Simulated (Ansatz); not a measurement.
Base system: Sb (space group R-3m, No. 166; a = 4.326 Å, c = 11.339 Å (hexagonal axes); layered; relaxed with 0.1 eV smearing). Axes: x lies along a and z along c of the hexagonal cell.

Structures relaxed with r2SCAN+rVV10 (Ansatz, a program for electronic structure), no spin-orbit coupling.

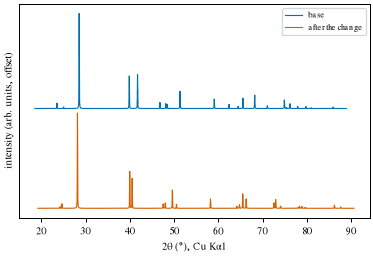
Simulated powder patterns before (top) and after one change

Question: Which change produced these results?
A) biaxial strain +4.22 %, plane normal [001], relaxed out of plane
B) uniaxial stress, 0.5 GPa compression along z
C) biaxial strain −0.75 %, plane normal [001], relaxed out of plane
D) uniaxial strain ε_xx = −1.72 %

Answer: A, biaxial strain +4.22 %, plane normal [001], relaxed out of plane. Its volume per atom is 31.79 Å³ against 30.63 Å³, and its space group is R-3m (No. 166).

Stability under load was not tested beyond the relaxation.
